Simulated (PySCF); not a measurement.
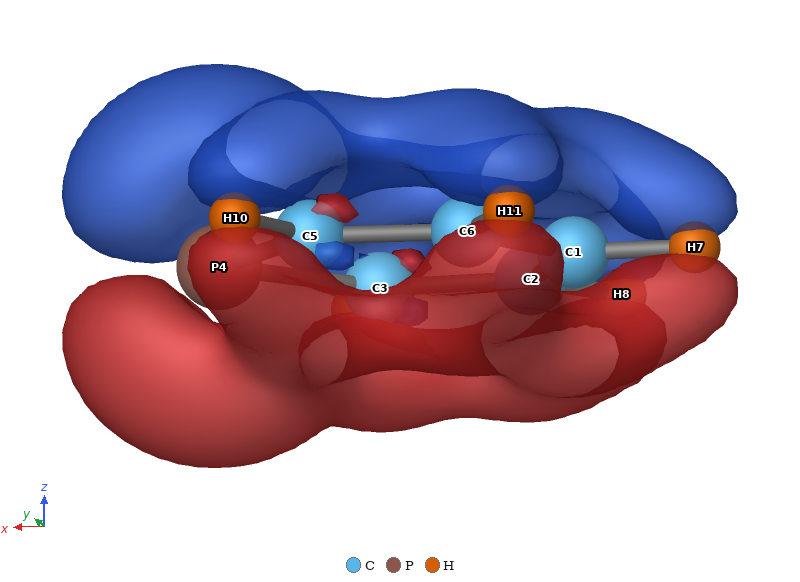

Figure. C$_{5}$H$_{5}$P, SMILES `c1ccpcc1`. Change of the electron density in a uniform field of 0.41 V/Å, surfaces at ±0.002 e/Å³ (blue: gain, red: loss).

Computed with PySCF, ωB97X/cc-pVDZ, geometry: GFN2-xTB. No frequency check shows the geometry to be a minimum. A basis without diffuse functions makes polarisabilities too small. GFN2-xTB bond lengths at metals and heavier atoms can be off by up to 0.1 Å and shapes distorted, which carries into these values.

Coordinates in Å:

```
C1      -1.6776   -0.0000    0.0000
C2      -1.0107   -1.2152    0.0000
C3       0.3636   -1.3275    0.0000
P4       1.4797    0.0000    0.0000
C5       0.3635    1.3275    0.0000
C6      -1.0108    1.2151    0.0000
H7      -2.7583   -0.0001    0.0000
H8      -1.6009   -2.1234    0.0000
H9       0.7983   -2.3199    0.0000
H10      0.7981    2.3200    0.0000
H11     -1.6011    2.1233    0.0000
```

Q: Along which Cartesian direction does the field point?

A: Along −z: electrons gather on the +z side, against the field.

Q: How large is the response?

A: The induced dipole is 0.66 D (along the field); α along this axis, from the fields in both directions, is 32 bohr³ (4.8 Å³).

Q: Which atoms gain and lose the most charge?

A: Hardly any: no atom's Hirshfeld charge changes by as much as 0.002 e. The density shifts from one side of each atom to the other; 0.080 electrons are displaced in all.
